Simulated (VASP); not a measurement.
Input:

```
BP
1.0
    0.00000     2.27410     2.27410
    2.27410     0.00000     2.27410
    2.27410     2.27410     0.00000
B P
1 1
Cartesian
  0.00000   0.00000   0.00000
  1.13705   1.13705   1.13705
```

Computed with PW91 GGA, VASP's PBE PAW potentials (set 64) (plane waves; VASP 6.6.1). Settings: 520 eV cut-off, 11×11×11 Γ-centred mesh, tetrahedra with Blöchl corrections, potentials B P.

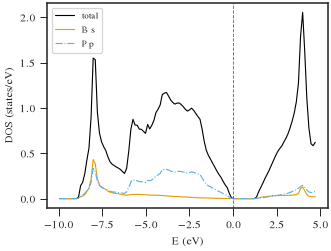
Figure. Total and projected density of states, zero at the valence-band maximum

Within 2 eV below the valence-band maximum the largest weight inside VASP's projection spheres is P p, then B p.

It has a band gap.

The compound is BP in the zinc blende structure. It was relaxed first.
